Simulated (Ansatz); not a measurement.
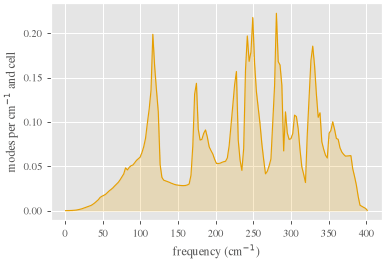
Figure. Phonon density of states of TiS$_{2}$ (CdI2 type, P-3m1), 9 atoms a cell, plane-wave PAW PBE+D3(BJ) (Ansatz code)

### Question
Estimate the mean frequency and the zero-point energy.

### Answer
The mean is about 240 cm⁻¹, and (3/2)ħ⟨ω⟩ gives 43.9 meV/atom.

### Question
What share of the Dulong–Petit heat capacity is reached at 100 K and at 300 K?

### Answer
45 % and 89 %.

The PBE+D3(BJ) relaxation kept the symmetry of its start. No spin polarisation was allowed. As this level gives no gap, phonon frequencies hold no LO–TO term and depend on the k-mesh and smearing (Fermi–Dirac, 0.1 eV here).

Potentials: the later of the program's two PAW sets.
